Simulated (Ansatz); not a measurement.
# WO (quintet): wave-function methods side by side, def2-SVP

Aim: climb from Hartree-Fock through coupled cluster and multireference methods for WO (quintet) at one geometry and basis, and see what each rung misses.

Program: Ansatz 0.2.0, Gaussian basis. Level of theory: def2-SVP, core rule «outside noble gas», up to 5 orbitals frozen. These are calculated values, not measurements.

To be run: UHF; CCSD(T) on ROHF; CCSD(T) on UHF; CISD; CCSDT(Q) on ROHF; CCSDT(Q) on UHF; CASSCF and MRCISD+Q, 12 electrons in 10 orbitals; CASSCF and NEVPT2, 12 electrons in 10 orbitals.

22 further runs of the same task are left out: 6 that didn't finish, 16 set aside as unsound or not needed.

## (1) The system

The geometry is a PBE0/def2-TZVP stationary point (not a proven minimum). No spin-orbit coupling is included. Elements past krypton take def2 core potentials.

2 atoms, charge 0, spin multiplicity 5.

Atoms are counted from 1 here; the program's logs count them from 0.

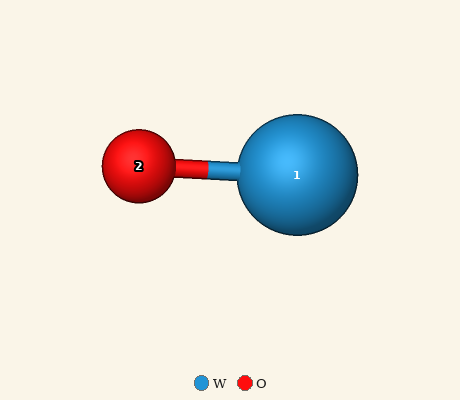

The structure; tungsten blue, oxygen red; atoms are numbered from 1 in the order of the file.

In the tables R marks a restricted open-shell determinant and U an unrestricted one; 'valence' is the active space of 12 electrons in 10 orbitals; energies count from the table's Hartree-Fock row.

## (2) UHF

Contents of in.yaml:

```yaml
crystal:
  periodic: [false, false, false]
  atoms:
    - {symbol: W, position_ang: [0.000000, 0.000000, 0.000000]}
    - {symbol: O, position_ang: [0.000000, 0.000000, 1.703200]}
basis:
  gaussian: {orbitals: def2-SVP}
magnetization: {spin_polarized: true, initial_magnetization: 4}
hamiltonian: {xc: hf}
output: {orbitals: {seedname: orbitals}}
```

On the command line:

```console
$ ansatz run in.yaml --threads 1 --pin off --events-out ev --progress --plain --max-ram 2393MiB
```

The log of the run:

```text
Functional definition: HF
  name "HF"
  cite "Fock, Z. Phys. 61, 126 (1930) doi:10.1007/BF01340294"
  parent pbe
  exchange = exact_x
  correlation = 0
443 factors; integrals over basis functions are off by at most 9.6e-4 eV
mean field evaluation 1: about -3835.9539 eV, gradient 3.0e1 eV
mean field evaluation 2: about -3836.0824 eV, gradient 3.0e1 eV
mean field evaluation 4: about -3839.9643 eV, gradient 3.5e0 eV
mean field evaluation 8: about -3840.4130 eV, gradient 7.7e-1 eV
mean field evaluation 16: about -3840.5256 eV, gradient 3.6e-2 eV
mean field evaluation 32: about -3840.5028 eV, gradient 5.8e-1 eV
mean field evaluation 64: about -3839.8194 eV, gradient 4.8e0 eV
mean field evaluation 96: about -3840.0273 eV, gradient 3.8e0 eV
mean field evaluation 128: about -3837.9972 eV, gradient 4.2e0 eV
mean field evaluation 160: about -3835.2950 eV, gradient 1.2e1 eV
mean field evaluation 192: about -3833.4216 eV, gradient 4.1e1 eV
mean field evaluation 224: about -3822.7070 eV, gradient 3.1e1 eV
mean field evaluation 256: about -3831.2504 eV, gradient 3.4e1 eV
mean field -3840.52558642 eV, -141.1367120994 hartree, gradient 2.7e-5 eV, S^2 6.268274; 3 other end points of the search recorded, 0 dependent functions left out
reference -3840.52558642 eV, -141.1367120994 hartree; 13, 9 occupied and 33, 37 virtual orbitals, 443 factors
Total energy: -3840.52558642 eV, -141.1367120994 hartree
```

Wall time 0.9 s (1 thread of Arm Neoverse V2, shared host).

From the report: ⟨S²⟩ of the determinant 6.268 (pure quintet: 6.00).

## (3) CCSD(T) on ROHF

Contents of in.yaml:

```yaml
crystal:
  periodic: [false, false, false]
  atoms:
    - {symbol: W, position_ang: [0.000000, 0.000000, 0.000000]}
    - {symbol: O, position_ang: [0.000000, 0.000000, 1.703200]}
basis:
  gaussian: {orbitals: def2-SVP}
magnetization: {spin_polarized: false, initial_magnetization: 4}
correlation: {method: ccsd_t, electrons: outside_noble_gas}
```

Launched as before.

The log of the run (excerpt; [...] marks lines left out):

```text
Functional definition: HF
  name "HF"
  cite "Fock, Z. Phys. 61, 126 (1930) doi:10.1007/BF01340294"
  parent pbe
[...]
443 factors; integrals over basis functions are off by at most 9.6e-4 eV
[...]
mean field -3840.18133936 eV, -141.1240612531 hartree, gradient 2.3e-6 eV, S^2 6.000000; 15 other end points of the search recorded, 0 dependent functions left out
[...]
determinant -3840.18133936 eV, -141.1240612531 hartree, with singles and doubles -3848.46525274 eV, -141.4284894547 hartree
determinant -3839.18517257 eV, -141.0874527989 hartree, with singles and doubles -3847.36510778 eV, -141.3880598732 hartree
determinant -3838.39275122 eV, -141.0583318515 hartree, with singles and doubles -3846.43459877 eV, -141.3538642976 hartree
determinant -3837.46042601 eV, -141.0240695318 hartree, with singles and doubles -3845.53732099 eV, -141.3208899477 hartree
determinant -3837.13887227 eV, -141.0122526497 hartree, with singles and doubles -3844.35973076 eV, -141.2776143048 hartree
determinant -3836.93061790 eV, -141.0045994428 hartree, with singles and doubles -3844.92139289 eV, -141.2982550072 hartree
determinant -3836.80427620 eV, -140.9999564710 hartree, with singles and doubles -3843.97701702 eV, -141.2635498344 hartree
5 core orbitals not correlated: weight in the atoms' cores, before any rotation towards them, 0.976 or more for the frozen orbitals, at most 0.020 for the correlated occupied ones
reference -3840.18133936 eV, -141.1240612531 hartree; 8, 4 occupied and 33, 37 virtual orbitals, 443 factors
second order -8.53293067 eV of doubles, -0.04556976 eV of singles
cycle   1  -8.28963970 eV  change   -5.7e-3 eV  update   3.8e-3
[...]
cycle  10  -8.29086641 eV  change    3.6e-6 eV  update   2.9e-6
perturbative correction -0.43706991 eV, -0.0160620229 hartree
Total energy: -3848.90927568 eV, -141.4448069969 hartree
```

Run time: 6 s. Hardware: 1 thread of Arm Neoverse V2, shared host.

From the report: correlation -8.7279 eV; T1 0.046; largest double amplitude 0.08.

## (4) CCSD(T) on UHF

in.yaml: that of step 3 with these lines changed.

```diff
@@ -7,3 +7,3 @@
   gaussian: {orbitals: def2-SVP}
-magnetization: {spin_polarized: false, initial_magnetization: 4}
+magnetization: {spin_polarized: true, initial_magnetization: 4}
 correlation: {method: ccsd_t, electrons: outside_noble_gas}
```

The command is unchanged.

The log of the run (excerpt; [...] marks lines left out):

```text
Functional definition: HF
  name "HF"
  cite "Fock, Z. Phys. 61, 126 (1930) doi:10.1007/BF01340294"
  parent pbe
[...]
443 factors; integrals over basis functions are off by at most 9.6e-4 eV
[...]
mean field -3840.52558642 eV, -141.1367120994 hartree, gradient 2.5e-6 eV, S^2 6.268274; 18 other end points of the search recorded, 0 dependent functions left out
determinant -3840.52558642 eV, -141.1367120994 hartree, with singles and doubles -3848.55775704 eV, -141.4318889253 hartree
determinant -3839.56061417 eV, -141.1012500231 hartree, with singles and doubles -3847.45978574 eV, -141.3915392242 hartree
determinant -3838.59347721 eV, -141.0657083953 hartree, with singles and doubles -3846.51508991 eV, -141.3568222926 hartree
determinant -3837.63976142 eV, -141.0306599867 hartree, with singles and doubles -3845.60357734 eV, -141.3233248235 hartree
[...]
determinant -3837.15920061 eV, -141.0129997023 hartree, with singles and doubles -3844.04021526 eV, -141.2658723268 hartree
determinant -3837.12947596 eV, -141.0119073418 hartree, with singles and doubles -3845.35984289 eV, -141.3143677478 hartree
determinant -3837.09641174 eV, -141.0106922542 hartree, with singles and doubles -3843.26278420 eV, -141.2373022622 hartree
5 core orbitals not correlated: weight in the atoms' cores, before any rotation towards them, 0.967 or more for the frozen orbitals, at most 0.027 for the correlated occupied ones
reference -3840.52558642 eV, -141.1367120994 hartree; 8, 4 occupied and 33, 37 virtual orbitals, 443 factors
second order -7.86552186 eV of doubles, -0.00000000 eV of singles
cycle   1  -8.03612823 eV  change   -4.0e-3 eV  update   4.5e-3
[...]
cycle  10  -8.04214471 eV  change    7.8e-7 eV  update   4.8e-6
perturbative correction -0.37633864 eV, -0.0138301901 hartree
Total energy: -3848.94406978 eV, -141.4460856565 hartree
```

Wall time 7 s (1 thread of Arm Neoverse V2, shared host).

From the report: ⟨S²⟩ of the determinant 6.268 (pure quintet: 6.00); correlation -8.4185 eV; T1 0.055; largest double amplitude 0.09.

## (5) CISD

Contents of in.yaml:

```yaml
crystal:
  periodic: [false, false, false]
  atoms:
    - {symbol: W, position_ang: [0.000000, 0.000000, 0.000000]}
    - {symbol: O, position_ang: [0.000000, 0.000000, 1.703200]}
basis:
  gaussian: {orbitals: def2-SVP}
magnetization: {spin_polarized: false, initial_magnetization: 4}
correlation: {active_space: {ras: {orbitals: [4, 4, 33], electrons: 12, max_holes: 2, max_particles: 2}, fixed_orbitals: true}}
```

Same command.

The log of the run (excerpt; [...] marks lines left out):

```text
Functional definition: HF
  name "HF"
  cite "Fock, Z. Phys. 61, 126 (1930) doi:10.1007/BF01340294"
  parent pbe
[...]
443 factors; integrals over basis functions are off by at most 9.6e-4 eV
[...]
mean field -3840.18133936 eV, -141.1240612531 hartree, gradient 2.3e-6 eV, S^2 6.000000; 12 other end points of the search recorded, 0 dependent functions left out
reference -3840.18133936 eV, -141.1240612531 hartree; 13, 9 occupied and 33, 37 virtual orbitals, 443 factors
state -3847.82818509 eV, -141.4050776504 hartree
Total energy: -3847.82818509 eV, -141.4050776504 hartree
```

Run time: 19 s. Hardware: 1 thread of Arm Neoverse V2, shared host.

From the report: 117,531 determinants.

## (6) CCSDT(Q) on ROHF

in.yaml: that of step 5 with these lines changed.

```diff
@@ -8,2 +8,2 @@
 magnetization: {spin_polarized: false, initial_magnetization: 4}
-correlation: {active_space: {ras: {orbitals: [4, 4, 33], electrons: 12, max_holes: 2, max_particles: 2}, fixed_orbitals: true}}
+correlation: {method: ccsdt_q, electrons: outside_noble_gas}
```

Same command.

The log of the run (excerpt; [...] marks lines left out):

```text
Functional definition: HF
  name "HF"
  cite "Fock, Z. Phys. 61, 126 (1930) doi:10.1007/BF01340294"
  parent pbe
[...]
812 factors; integrals over basis functions are off by at most 1.7e-7 eV
[...]
mean field -3840.18148847 eV, -141.1240667328 hartree, gradient 2.1e-6 eV, S^2 6.000000; 15 other end points of the search recorded, 0 dependent functions left out
[...]
determinant -3840.18148847 eV, -141.1240667328 hartree, with singles and doubles -3848.46539170 eV, -141.4284945613 hartree
determinant -3839.18532583 eV, -141.0874584311 hartree, with singles and doubles -3847.36524998 eV, -141.3880650990 hartree
determinant -3838.39291558 eV, -141.0583378915 hartree, with singles and doubles -3846.43475556 eV, -141.3538700598 hartree
determinant -3837.46059606 eV, -141.0240757809 hartree, with singles and doubles -3845.53748101 eV, -141.3208958283 hartree
determinant -3837.13901800 eV, -141.0122580051 hartree, with singles and doubles -3844.35988277 eV, -141.2776198909 hartree
determinant -3836.93079022 eV, -141.0046057754 hartree, with singles and doubles -3844.92155752 eV, -141.2982610573 hartree
determinant -3836.80442617 eV, -140.9999619821 hartree, with singles and doubles -3843.97717166 eV, -141.2635555173 hartree
5 core orbitals not correlated: weight in the atoms' cores, before any rotation towards them, 0.976 or more for the frozen orbitals, at most 0.020 for the correlated occupied ones
reference -3840.18148847 eV, -141.1240667328 hartree; 8, 4 occupied and 33, 37 virtual orbitals, 812 factors
second order -8.53294828 eV of doubles, -0.04556828 eV of singles
cycle   1  -7.50179561 eV  change     1.1e0 eV  update   2.2e-1
[...]
cycle  23  -8.74435605 eV  change   -1.3e-6 eV  update   1.1e-6
perturbative correction 0.01208278 eV, 0.0004440339 hartree
Total energy: -3848.91376174 eV, -141.4449718565 hartree
```

Run time: 43 s. Hardware: 1 thread of Arm Neoverse V2, shared host; peak memory 0.58 GiB.

From the report: correlation -8.7323 eV; T1 0.044; largest double amplitude 0.10.

## (7) CCSDT(Q) on UHF

in.yaml: that of step 6 with these lines changed.

```diff
@@ -7,3 +7,3 @@
   gaussian: {orbitals: def2-SVP}
-magnetization: {spin_polarized: false, initial_magnetization: 4}
+magnetization: {spin_polarized: true, initial_magnetization: 4}
 correlation: {method: ccsdt_q, electrons: outside_noble_gas}
```

The command is unchanged.

The log of the run (excerpt; [...] marks lines left out):

```text
Functional definition: HF
  name "HF"
  cite "Fock, Z. Phys. 61, 126 (1930) doi:10.1007/BF01340294"
  parent pbe
[...]
812 factors; integrals over basis functions are off by at most 1.7e-7 eV
[...]
mean field -3840.52572715 eV, -141.1367172709 hartree, gradient 2.5e-6 eV, S^2 6.268268; 19 other end points of the search recorded, 0 dependent functions left out
determinant -3840.52572715 eV, -141.1367172709 hartree, with singles and doubles -3848.55789615 eV, -141.4318940374 hartree
determinant -3839.56076072 eV, -141.1012554086 hartree, with singles and doubles -3847.45992728 eV, -141.3915444254 hartree
determinant -3838.59363732 eV, -141.0657142791 hartree, with singles and doubles -3846.51524700 eV, -141.3568280655 hartree
determinant -3837.63992681 eV, -141.0306660646 hartree, with singles and doubles -3845.60373702 eV, -141.3233306915 hartree
[...]
determinant -3837.15935380 eV, -141.0130053319 hartree, with singles and doubles -3844.04036929 eV, -141.2658779873 hartree
determinant -3837.12963872 eV, -141.0119133232 hartree, with singles and doubles -3845.35999893 eV, -141.3143734819 hartree
determinant -3837.09655416 eV, -141.0106974881 hartree, with singles and doubles -3843.26292541 eV, -141.2373074517 hartree
5 core orbitals not correlated: weight in the atoms' cores, before any rotation towards them, 0.967 or more for the frozen orbitals, at most 0.027 for the correlated occupied ones
reference -3840.52572715 eV, -141.1367172709 hartree; 8, 4 occupied and 33, 37 virtual orbitals, 812 factors
second order -7.86554993 eV of doubles, -0.00000000 eV of singles
cycle   1  -7.27082173 eV  change    5.9e-1 eV  update   1.8e-1
[...]
cycle  28  -8.47601031 eV  change    3.0e-7 eV  update   4.6e-7
perturbative correction -0.04496745 eV, -0.0016525232 hartree
Total energy: -3849.04670491 eV, -141.4498574278 hartree
```

Wall time 42 s (1 thread of Arm Neoverse V2, shared host); peak memory 0.48 GiB.

From the report: ⟨S²⟩ of the determinant 6.268 (pure quintet: 6.00); correlation -8.5210 eV; T1 0.060; largest double amplitude 0.11.

## (8) CASSCF and MRCISD+Q, 12 electrons in 10 orbitals

Contents of in.yaml:

```yaml
crystal:
  periodic: [false, false, false]
  atoms:
    - {symbol: W, position_ang: [0.000000, 0.000000, 0.000000]}
    - {symbol: O, position_ang: [0.000000, 0.000000, 1.703200]}
basis:
  gaussian: {orbitals: def2-SVP}
magnetization: {spin_polarized: false, initial_magnetization: 4}
correlation: {method: fic_mrcisd_q, electrons: outside_noble_gas, active_space: {window: {electrons: 12, orbitals: 10}, shells: [{species: O, l: s, shell: 2}, {species: O, l: p, shell: 2}, {species: W, l: s, shell: 6}, {species: W, l: d, shell: 5}]}}
```

Launched as before.

The log of the run (excerpt; [...] marks lines left out):

```text
Functional definition: HF
  name "HF"
  cite "Fock, Z. Phys. 61, 126 (1930) doi:10.1007/BF01340294"
  parent pbe
[...]
812 factors; integrals over basis functions are off by at most 1.7e-7 eV
[...]
mean field -3840.18148847 eV, -141.1240667328 hartree, gradient 2.1e-6 eV, S^2 6.000000; 12 other end points of the search recorded, 0 dependent functions left out
reference -3840.18148847 eV, -141.1240667328 hartree; 13, 9 occupied and 33, 37 virtual orbitals, 812 factors
state -3842.79087344 eV, -141.2199598617 hartree
contracted CI cycle   1: correlation 0.00000000 eV, 0.0000000000 hartree, residual 2.44e1 eV
contracted CI cycle   2: correlation -5.37796203 eV, -0.1976364594 hartree, residual 4.80e0 eV
contracted CI cycle   3: correlation -5.62550740 eV, -0.2067335837 hartree, residual 1.18e0 eV
contracted CI cycle   4: correlation -5.64289654 eV, -0.2073726230 hartree, residual 4.02e-1 eV
contracted CI cycle   5: correlation -5.64487163 eV, -0.2074452063 hartree, residual 1.22e-1 eV
contracted CI cycle   6: correlation -5.64508103 eV, -0.2074529015 hartree, residual 3.92e-2 eV
contracted CI cycle   7: correlation -5.64510581 eV, -0.2074538120 hartree, residual 1.36e-2 eV
contracted CI cycle   8: correlation -5.64510864 eV, -0.2074539162 hartree, residual 4.90e-3 eV
contracted CI cycle   9: correlation -5.64510900 eV, -0.2074539293 hartree, residual 1.91e-3 eV
contracted CI cycle  10: correlation -5.64510905 eV, -0.2074539312 hartree, residual 6.58e-4 eV
state -3842.79087344 eV, -141.2199598617 hartree; corrected -3848.86981450 eV, -141.4433568254 hartree
Total energy: -3848.86981450 eV, -141.4433568254 hartree
Checks for a lower state left out: starts, orbital_swaps
```

It took 7.5 s on 1 thread of Arm Neoverse V2, shared host; peak memory 0.56 GiB.

From the report: 2,364 determinants; active occupations 2.00, 1.99, 1.95, 1.93, 1.01, 1.00, 1.00, 1.00, 0.07, 0.05.

## (9) CASSCF and NEVPT2, 12 electrons in 10 orbitals

Contents of in.yaml:

```yaml
crystal:
  periodic: [false, false, false]
  atoms:
    - {symbol: W, position_ang: [0.000000, 0.000000, 0.000000]}
    - {symbol: O, position_ang: [0.000000, 0.000000, 1.703200]}
basis:
  gaussian: {orbitals: def2-SVP}
magnetization: {spin_polarized: false, initial_magnetization: 4}
correlation: {method: sc_nevpt2, electrons: outside_noble_gas, active_space: {window: {electrons: 12, orbitals: 10}, shells: [{species: O, l: s, shell: 2}, {species: O, l: p, shell: 2}, {species: W, l: s, shell: 6}, {species: W, l: d, shell: 5}]}}
```

Launched as before.

The log of the run (excerpt; [...] marks lines left out):

```text
Functional definition: HF
  name "HF"
  cite "Fock, Z. Phys. 61, 126 (1930) doi:10.1007/BF01340294"
  parent pbe
[...]
812 factors; integrals over basis functions are off by at most 1.7e-7 eV
[...]
mean field -3840.18148847 eV, -141.1240667328 hartree, gradient 2.1e-6 eV, S^2 6.000000; 12 other end points of the search recorded, 0 dependent functions left out
reference -3840.18148847 eV, -141.1240667328 hartree; 13, 9 occupied and 33, 37 virtual orbitals, 812 factors
state -3842.79087344 eV, -141.2199598617 hartree
state -3842.79087344 eV, -141.2199598617 hartree; corrected -3847.78509477 eV, -141.4034941105 hartree
Total energy: -3847.78509477 eV, -141.4034941105 hartree
Checks for a lower state left out: starts, orbital_swaps
```

Wall time 4.1 s (1 thread of Arm Neoverse V2, shared host).

From the report: 2,364 determinants; active occupations 2.00, 1.99, 1.95, 1.93, 1.01, 1.00, 1.00, 1.00, 0.07, 0.05.

## (10) Natural occupations

Natural occupations of the CASSCF valence state about the gap (report; correlated orbitals 3 to 10): 1.952, 1.927, 1.014, 1.001, 1.000, 1.000, 0.075, 0.049. The count of effectively unpaired electrons, Σ n²(2 − n)², is 4.06; a single determinant of this spin has 4.

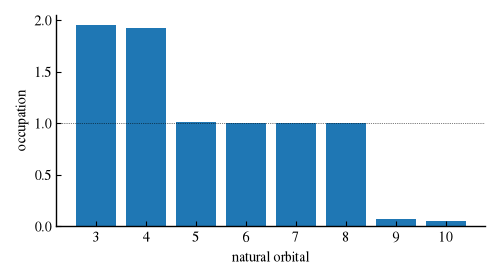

Natural occupations of the CASSCF valence state.

## (11) Misses and costs

No level here is safe as a reference; RCCSDT(Q) serves as a yardstick only. Rows without a time come out of other runs: HF, MP2 and CCSD of CCSD(T), CCSDT of CCSDT(Q), CASSCF and MRCISD of the multireference runs.

Differences are taken before rounding.

| method | energy from the lowest RHF (kJ/mol) | from RCCSDT(Q) (kJ/mol) | time |
| --- | --- | --- | --- |
| RHF | 0.0 | +842.6 |  |
| UHF | -33.2 | +809.3 |  |
| RMP2 | -827.7 | +14.9 |  |
| UMP2 | -792.1 | +50.4 |  |
| RCCSD | -799.9 | +42.6 |  |
| UCCSD | -809.2 | +33.4 |  |
| RCCSD(T) | -842.1 | +0.4 | 6 s |
| UCCSD(T) | -845.5 | -2.9 | 7 s |
| RCCSDT | -843.7 | -1.2 |  |
| UCCSDT | -851.0 | -8.5 |  |
| RCCSDT(Q) | -842.6 | 0 | 43 s |
| UCCSDT(Q) | -855.4 | -12.8 | 42 s |
| CASSCF valence | -251.8 | +590.8 |  |
| NEVPT2 valence | -733.7 | +108.9 | 4.1 s |
| MRCISD valence | -796.5 | +46.1 |  |
| MRCISD+Q valence | -838.3 | +4.2 | 7.5 s |

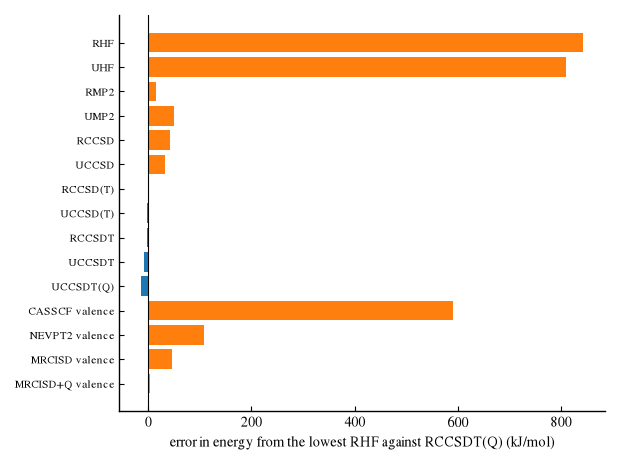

Deviations from RCCSDT(Q), method by method.

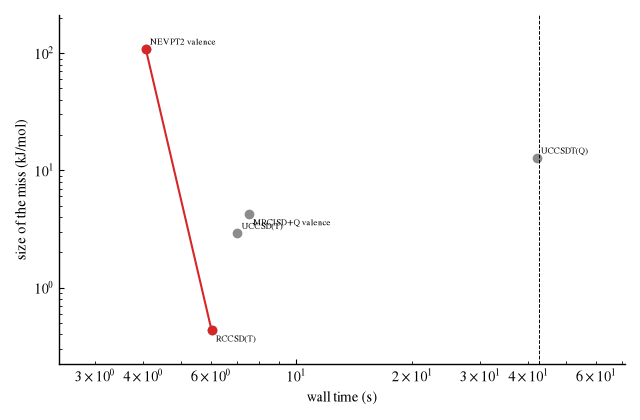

Accuracy for the time spent; red marks the levels that beat every quicker one drawn (of those quicker than the yardstick), and the dashed line is the time of RCCSDT(Q). Times are from a shared host.

Not comparable, so not listed: CISD (they don't share determinant, frozen orbitals or solution with the rows shown, or repeat one).

With the free atoms at the same levels and basis (separate runs), the atomisation energy is 5.855 eV at RCCSDT(Q), 5.841 eV at RCCSD(T), 2.844 eV at RHF.

## (12) Results

```
                       quantity          value
 RCCSDT(Q) below the RHF energy     -8.7324 eV
            RMP2 from RCCSDT(Q)   +14.9 kJ/mol
            UMP2 from RCCSDT(Q)   +50.4 kJ/mol
           RCCSD from RCCSDT(Q)   +42.6 kJ/mol
        RCCSD(T) from RCCSDT(Q)    +0.4 kJ/mol
        UCCSD(T) from RCCSDT(Q)    -2.9 kJ/mol
       UCCSDT(Q) from RCCSDT(Q)   -12.8 kJ/mol
  NEVPT2 valence from RCCSDT(Q)  +108.9 kJ/mol
MRCISD+Q valence from RCCSDT(Q)    +4.2 kJ/mol
                  T1 diagnostic          0.046
 effectively unpaired electrons           4.06
```

In words: RCCSD(T) lands +0.4 kJ/mol from the yardstick (0.1 % of the correlation energy). CCSD(T) misses by +0.4 kJ/mol on the restricted determinant and by -2.9 kJ/mol on the unrestricted one; the two need not hold the same state or core. The occupations are near whole numbers, but T1 = 0.046 shows that the orbitals relax strongly. Warnings: spin contamination; large T1 diagnostic.
